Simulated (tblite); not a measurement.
Run report: C4H11AlOSi, geometry relaxation (part 1 of 3)

System: C4H11AlOSi.
Method: GFN2-xTB geometry optimisation, gas phase (tblite 0.8.0).

It belongs to a series of runs on one base structure; here: ring closed by a new Si-C bond.

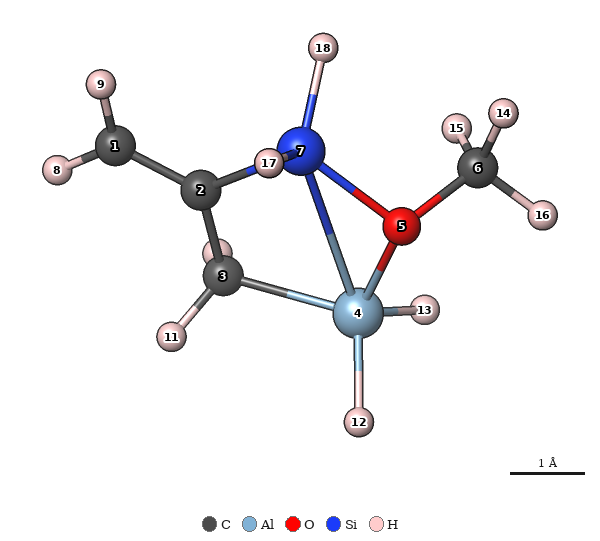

**Figure 1.** The structure as given in the input (ball-and-stick view, seen at a tilt; atoms are numbered from 1 in the order of the input). Sticks mark near contacts.

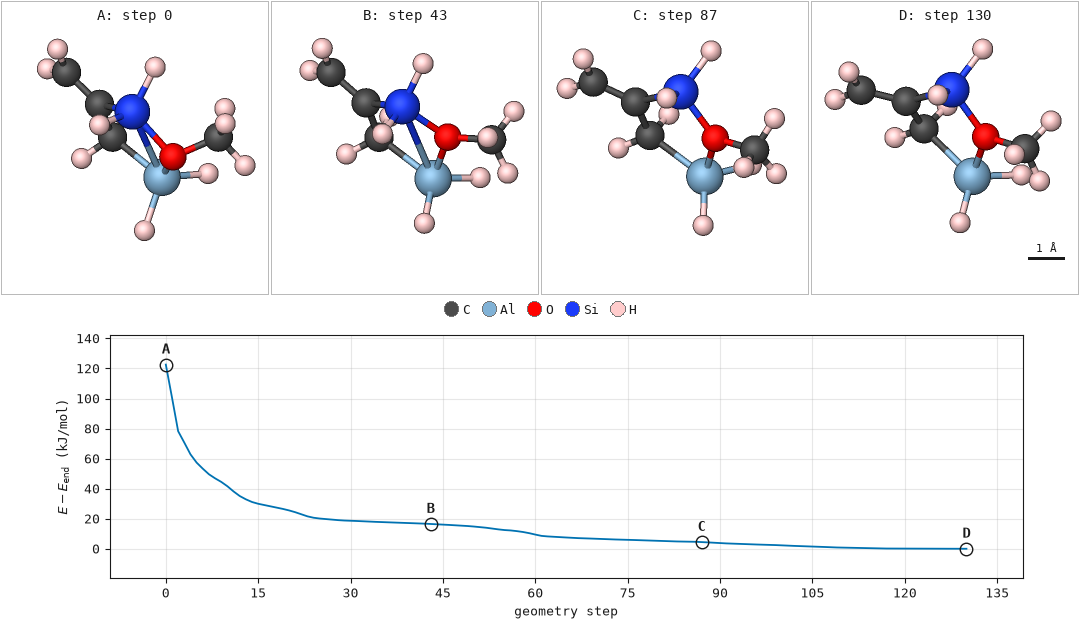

**Figure 2.** Frames of the relaxation (ball-and-stick view, seen at a tilt) above the curves, on which the letters mark them (steps are counted from 0).

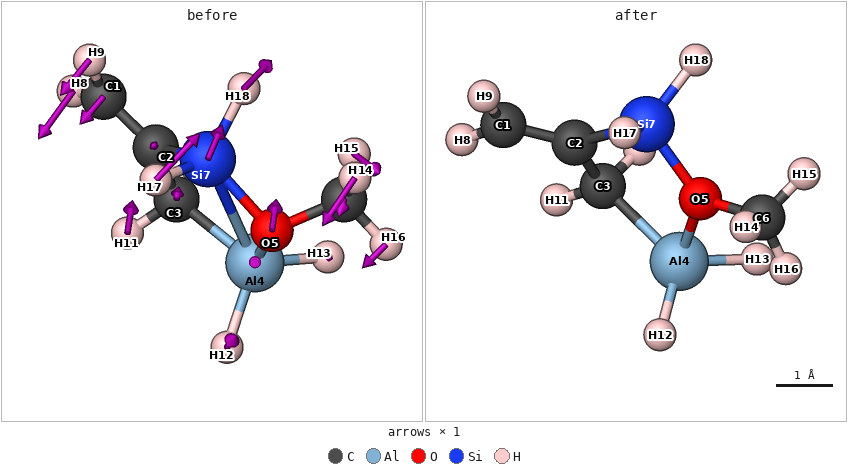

**Figure 3.** Before (left) and after (right) the relaxation, at one scale (ball-and-stick view, seen at a tilt). The pink arrows give the displacements, at true length. Over 130 geometry steps the energy falls by 122.6 kJ/mol. The largest force component goes from 2.2 to 0.009 eV/Å. The atom that moves furthest after the best rigid fit is H17 (1.18 Å). By element the largest moves are H 1.18 Å, Si 0.78 Å, O 0.75 Å, C 0.70 Å, Al 0.25 Å. Among the contacts that change: Al4–Si7 2.826 → 3.130 Å, C3–Al4 1.968 → 2.043 Å, Al4–O5 1.845 → 1.912 Å, O5–Si7 1.744 → 1.689 Å. Among the angles that change: C3–Al4–O5 107.1° → 89.5°, Al4–O5–Si7 103.9° → 120.6°, C3–Al4–H12 109.5° → 124.5°. (Atoms are counted from 1 in the order of the input.)

The input that produced these results follows, with the program's output.

Input file
```
{"job": {"kind": "relax", "xc": "GFN2-xTB", "basis": "xTB"}, "charge": 0, "multiplicity": 1}
C     -2.431100     0.821700    -0.943600
C     -1.366900     0.393000    -0.293800
C     -1.414900    -0.788700     0.636200
Al     0.416700    -0.955400     1.335400
O      1.428300     0.356700     0.524600
C      2.389700    -0.238800    -0.330500
Si     0.281000     1.216000    -0.468000
H     -3.391800     0.332600    -0.820400
H     -2.371600     1.678100    -1.605300
H     -1.714200    -1.702600     0.079400
H     -2.139600    -0.596800     1.461200
H      0.407200    -0.727000     2.923600
H      0.985300    -2.414200     1.015000
H      2.992400     0.546100    -0.850500
H      1.950000    -0.913500    -1.091200
H      3.124000    -0.813700     0.292200
H      0.178900     2.605200     0.008500
H      0.667700     1.207800    -1.884700
```

The first line tells a small driver script what to run in tblite; the rest is the geometry in Å.

Launch command:
```bash
OMP_NUM_THREADS=1 python <driver script> task.json out
```

The program's output
```
step      E/eV     max force
  0    -572.06353    2.872
  1    -572.29035    2.075
  2    -572.52299    0.909
  3    -572.60169    0.868
  4    -572.68246    0.740
  5    -572.73964    0.508
  6    -572.78147    0.539
  7    -572.82015    0.456
  8    -572.84816    0.457
  9    -572.87281    0.465
 10    -572.90288    0.489
 11    -572.93866    0.515
 12    -572.97016    0.535
 13    -572.99301    0.529
 14    -573.01146    0.344
 15    -573.02363    0.244
 16    -573.03243    0.206
 17    -573.04106    0.236
 18    -573.04973    0.218
 19    -573.05905    0.254
 20    -573.06938    0.240
 21    -573.08162    0.251
 22    -573.09634    0.272
 23    -573.11040    0.256
 24    -573.12002    0.222
 25    -573.12546    0.146
 26    -573.12940    0.172
 27    -573.13312    0.156
 28    -573.13661    0.153
 29    -573.13924    0.102
 30    -573.14069    0.101
 31    -573.14241    0.114
 32    -573.14455    0.125
 33    -573.14661    0.096
 34    -573.14826    0.090
 35    -573.14965    0.073
 36    -573.15119    0.113
 37    -573.15298    0.113
 38    -573.15471    0.118
 39    -573.15620    0.099
 40    -573.15757    0.078
 41    -573.15907    0.102
 42    -573.16084    0.102
 43    -573.16284    0.140
 44    -573.16499    0.124
 45    -573.16726    0.112
 46    -573.16960    0.121
 47    -573.17192    0.143
 48    -573.17437    0.175
 49    -573.17716    0.137
 50    -573.18061    0.168
 51    -573.18494    0.159
 52    -573.18890    0.225
 53    -573.19467    0.263
 54    -573.20029    0.203
 55    -573.20495    0.200
 56    -573.20764    0.265
 57    -573.21234    0.178
 58    -573.21836    0.171
 59    -573.22637    0.211
 60    -573.23616    0.242
 61    -573.24510    0.186
 62    -573.24887    0.262
 63    -573.25144    0.172
 64    -573.25420    0.119
 65    -573.25618    0.091
 66    -573.25834    0.082
 67    -573.26068    0.090
 68    -573.26187    0.095
 69    -573.26356    0.093
 70    -573.26530    0.088
 71    -573.26728    0.096
 72    -573.26884    0.075
 73    -573.27000    0.081
 74    -573.27098    0.082
 75    -573.27217    0.087
 76    -573.27359    0.108
 77    -573.27508    0.110
 78    -573.27631    0.074
 79    -573.27753    0.087
 80    -573.27910    0.120
 81    -573.28115    0.143
 82    -573.28268    0.096
 83    -573.28359    0.066
 84    -573.28418    0.069
 85    -573.28488    0.091
 86    -573.28594    0.097
 87    -573.28770    0.121
 88    -573.29000    0.097
 89    -573.29249    0.113
 90    -573.29479    0.126
 91    -573.29702    0.094
 92    -573.29867    0.081
 93    -573.30024    0.093
 94    -573.30185    0.102
 95    -573.30342    0.092
 96    -573.30473    0.102
 97    -573.30587    0.083
 98    -573.30695    0.087
 99    -573.30858    0.097
100    -573.31056    0.123
101    -573.31257    0.095
102    -573.31417    0.103
103    -573.31555    0.083
104    -573.31684    0.094
105    -573.31838    0.081
106    -573.32005    0.086
107    -573.32178    0.086
108    -573.32354    0.098
109    -573.32517    0.092
110    -573.32612    0.149
111    -573.32730    0.078
112    -573.32831    0.070
113    -573.32966    0.069
114    -573.33043    0.059
115    -573.33148    0.100
116    -573.33204    0.041
117    -573.33238    0.036
118    -573.33259    0.030
119    -573.33280    0.030
120    -573.33303    0.026
121    -573.33321    0.030
122    -573.33336    0.027
123    -573.33346    0.019
124    -573.33353    0.016
125    -573.33360    0.018
126    -573.33368    0.021
127    -573.33378    0.023
128    -573.33386    0.021
129    -573.33391    0.012
130    -573.33394    0.010
```

Trajectory as extended XYZ (Å, eV, eV/Å), 27 of the 131 frames kept, from step=0 to step=130
```
18
Properties=species:S:1:pos:R:3:forces:R:3 step=0 energy=-572.06353
C    -2.4311    0.8217   -0.9436   -0.6440   0.3820  -0.4460
C    -1.3669    0.3930   -0.2938   -0.4520  -0.5350   0.1830
C    -1.4149   -0.7887    0.6362    0.0740  -0.0690   0.0960
Al    0.4167   -0.9554    1.3354   -0.0730  -1.8650   2.1830
O     1.4283    0.3567    0.5246   -0.4220   0.3080  -1.5750
C     2.3897   -0.2388   -0.3305    1.6510  -0.1570   0.0530
Si    0.2810    1.2160   -0.4680   -0.1750   1.0330  -0.0210
H    -3.3918    0.3326   -0.8204    0.1270   0.1850  -0.1140
H    -2.3716    1.6781   -1.6053   -0.1940  -0.1350   0.0460
H    -1.7142   -1.7026    0.0794   -0.3790   0.4720   0.3000
H    -2.1396   -0.5968    1.4612    0.0360  -0.2870  -0.6790
H     0.4072   -0.7270    2.9236    0.3380   0.4060  -0.3880
H     0.9853   -2.4142    1.0150    0.3400   0.4020  -0.3110
H     2.9924    0.5461   -0.8505   -0.5190  -0.3730   0.2850
H     1.9500   -0.9135   -1.0912    0.1900   0.2550   0.4920
H     3.1240   -0.8137    0.2922   -0.7030   0.2290  -0.3840
H     0.1789    2.6052    0.0085    0.4650  -0.1990   0.1490
H     0.6677    1.2078   -1.8847    0.3400  -0.0540   0.1300
18
Properties=species:S:1:pos:R:3:forces:R:3 step=5 energy=-572.73964
C    -2.4638    0.8271   -0.9527   -0.0440  -0.0490   0.0270
C    -1.3909    0.3896   -0.2983   -0.2310   0.0110   0.0070
C    -1.3820   -0.7920    0.6448   -0.4810  -0.0130  -0.0820
Al    0.3721   -1.1425    1.5122   -0.0330   0.2850  -0.2460
O     1.3495    0.3418    0.3696   -0.2340  -0.3450   0.2820
C     2.4317   -0.2312   -0.3410    0.0940  -0.0820  -0.0640
Si    0.2318    1.2737   -0.4977    0.2650   0.2510   0.0600
H    -3.4251    0.3481   -0.8455   -0.0480   0.0370  -0.0690
H    -2.4038    1.6809   -1.6157   -0.1100  -0.1330   0.0970
H    -1.7748   -1.6672    0.1023    0.0020  -0.0140  -0.1110
H    -2.1684   -0.6262    1.3991   -0.0700   0.0940   0.0250
H     0.4796   -0.6525    2.9578    0.3020   0.1140   0.2490
H     1.0722   -2.4009    0.9739    0.3600  -0.2030   0.0360
H     2.9981    0.5522   -0.8563   -0.0070  -0.1480   0.1570
H     1.9985   -0.9141   -1.0660    0.2700  -0.1720  -0.2810
H     3.0920   -0.8194    0.3156   -0.3210   0.3940   0.0130
H     0.2553    2.6295    0.0568    0.2040  -0.1400   0.0520
H     0.7191    1.2093   -1.8705    0.0820   0.1160  -0.1510
18
Properties=species:S:1:pos:R:3:forces:R:3 step=10 energy=-572.90288
C    -2.4980    0.8228   -0.9543    0.0850   0.0070   0.0520
C    -1.4198    0.4070   -0.2946   -0.0040   0.0260  -0.0040
C    -1.4434   -0.7917    0.6393    0.2400   0.0150   0.1220
Al    0.3718   -1.1340    1.5112    0.0350  -0.0280  -0.0880
O     1.2709    0.2321    0.3321   -0.1550  -0.0260  -0.2590
C     2.4116   -0.2492   -0.3561   -0.0900  -0.0280   0.1140
Si    0.2385    1.2894   -0.5005   -0.2640  -0.2640  -0.1060
H    -3.4617    0.3498   -0.8688   -0.0420  -0.1060   0.0480
H    -2.4493    1.6700   -1.6113   -0.0490   0.1670  -0.1230
H    -1.8125   -1.6634    0.0687   -0.0290   0.1410   0.0500
H    -2.2272   -0.6078    1.3919   -0.0590  -0.0300  -0.0860
H     0.5928   -0.6065    2.9992    0.1000  -0.0600  -0.3780
H     1.1867   -2.4188    0.9910   -0.1230   0.2810   0.2200
H     2.9906    0.5428   -0.8162   -0.0350   0.3290  -0.0120
H     2.1010   -0.9523   -1.1255    0.0760  -0.1010  -0.0470
H     3.0315   -0.7525    0.3651    0.2660  -0.3170   0.2600
H     0.3526    2.6174    0.1011    0.1370  -0.1070   0.0500
H     0.7552    1.2513   -1.8841   -0.0900   0.1010   0.1880
18
Properties=species:S:1:pos:R:3:forces:R:3 step=15 energy=-573.02363
C    -2.5318    0.8316   -0.9573   -0.0980   0.0100  -0.0320
C    -1.4582    0.4217   -0.2871    0.0120   0.0650  -0.0160
C    -1.4644   -0.7748    0.6550   -0.1070   0.1030  -0.0920
Al    0.3809   -1.1201    1.4772   -0.1270   0.0360   0.0280
O     1.1789    0.1010    0.2229    0.0710  -0.0870  -0.0530
C     2.4182   -0.2774   -0.3436    0.0620   0.0410  -0.0070
Si    0.1981    1.2637   -0.5122    0.1770   0.0000   0.0610
H    -3.4842    0.3283   -0.8722   -0.0110   0.0260   0.0240
H    -2.5034    1.6839   -1.6222   -0.0080  -0.0840   0.0690
H    -1.8409   -1.6222    0.0585    0.0620  -0.1010   0.0330
H    -2.2851   -0.6006    1.3667    0.0250  -0.0180   0.1010
H     0.7239   -0.5828    2.9049   -0.0110   0.1450  -0.0870
H     1.2422   -2.3567    1.0773   -0.0590  -0.1810  -0.0600
H     2.9405    0.5937   -0.7470    0.0100  -0.0610   0.1330
H     2.2357   -0.9908   -1.1565    0.1500   0.0810   0.1740
H     3.0163   -0.7545    0.4384   -0.0590   0.0600  -0.1830
H     0.4722    2.5409    0.1462   -0.0190  -0.0400   0.1060
H     0.7522    1.3215   -1.8608   -0.0720   0.0040  -0.2000
18
Properties=species:S:1:pos:R:3:forces:R:3 step=20 energy=-573.06938
C    -2.5627    0.8369   -0.9571    0.1000   0.0090   0.0510
C    -1.4770    0.4488   -0.2919    0.0070  -0.1320   0.0290
C    -1.4950   -0.7480    0.6519    0.1110  -0.1110   0.1190
Al    0.3524   -1.1217    1.4616    0.0450  -0.0750  -0.1410
O     1.1439    0.0093    0.1418   -0.0110   0.0550   0.0300
C     2.4351   -0.2787   -0.3335    0.0860  -0.0320  -0.0010
Si    0.2155    1.2465   -0.5213   -0.1700   0.0500  -0.0760
H    -3.5087    0.3218   -0.8607    0.0430   0.0650   0.0400
H    -2.5425    1.6832   -1.6227   -0.0470   0.0340  -0.0510
H    -1.8353   -1.6230    0.0670   -0.0070   0.0780   0.0040
H    -2.3100   -0.5998    1.3794    0.0160   0.0490  -0.0810
H     0.7890   -0.5051    2.8176   -0.0310   0.1730   0.0590
H     1.2295   -2.3804    1.1054   -0.1930  -0.1020  -0.0390
H     2.9318    0.6270   -0.6707    0.0880   0.0380  -0.0200
H     2.3631   -0.9985   -1.1451    0.0370   0.0220  -0.2250
H     3.0138   -0.7499    0.4538    0.0420   0.0350   0.2340
H     0.5349    2.4777    0.2147   -0.0250  -0.1260  -0.0140
H     0.7134    1.3602   -1.9017   -0.0910  -0.0300   0.0790
```
